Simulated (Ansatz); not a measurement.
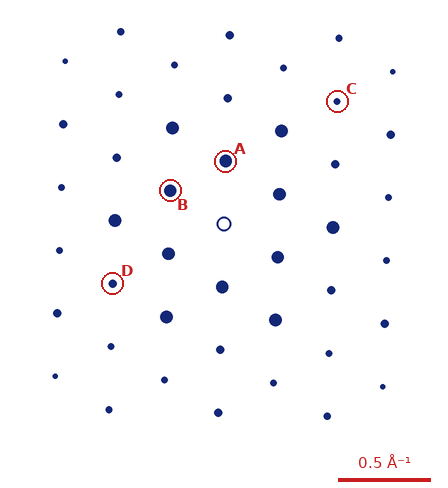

Computed electron diffraction pattern, 80 kV, single scattering only, B = 0.8 Å². The zone axis points towards the electron source and the pattern is seen from the source side.

Sc, space group P6_3/mmc (No. 194), a = 3.339 Å, c = 5.194 Å (hexagonal axes). Structure: the input geometry of an electronic-structure calculation (not necessarily at equilibrium).

Spot A is indexed -1 0 0 and spot B 0 -1 0.

Give hkl for C, D.

C = 3A − 2B = -3 2 0 (d = 1.093 Å). D = −2A + 2B = 2 -2 0 (d = 1.446 Å).

Which zone axis is this?

The cross product of A and B is parallel to [001]; every spot obeys hu + kv + lw = 0.

What are the spacings of A and B and the angle between them?

d(A) = 2.892 Å, d(B) = 2.892 Å, and the angle is 60.0°.
